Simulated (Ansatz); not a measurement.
Relaxed Se (trigonal-Se type, space group P3_121):

```
Se
1.0
    9.05880     0.00000     0.00000
   -2.26470     3.92257     0.00000
    0.00000     0.00000     5.04244
Se
6
Cartesian
  0.98925   0.00000   4.20203
  5.51865   0.00000   4.20203
 -0.49463   0.85672   0.84041
  4.03477   0.85672   0.84041
  1.77007   3.06586   2.52122
  6.29947   3.06586   2.52122
```

In each cell atom 1 (Se, nearest neighbour Se at 2.400 Å; its periodic images, 4.5 Å or more away, move with it) moves by s·(0.707, 0.707, 0.000) (along Cartesian [110]), the rest being held.

Calculation: PBE (plane waves to 420 eV, PAW, scalar-relativistic; Ansatz, a first-principles code). k mesh 7×7×5 (Γ-centred), Fermi-Dirac smearing 0.05 eV. E stands for the smeared free energy. As the smearing reaches across the gap at some points, energies and forces of such displacements shift with the k mesh and the smearing. Se was relaxed with its symmetry unable to fall. The PAW data are Ansatz's earlier set. ΔE is measured from the undisplaced structure.

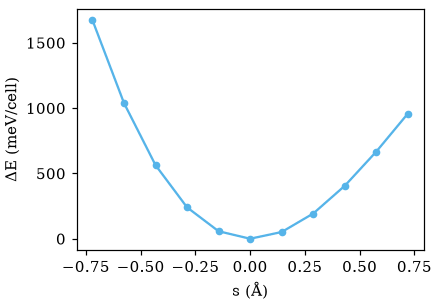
*ΔE (meV/cell) against s (Å); computed points joined by lines.*

**Question.** Is the energy the same for displacements of ±0.720 Å, and if not, which side lies higher?

**Answer.** Not even: the negative side lies higher at ±0.720 Å.

**Question.** What is the energy change at s = 0.720 Å?

**Answer.** About 960 meV/cell.

(A displaced cell: forces are minus the slopes of the energy, force constants its curvatures, and phonons follow from these.)
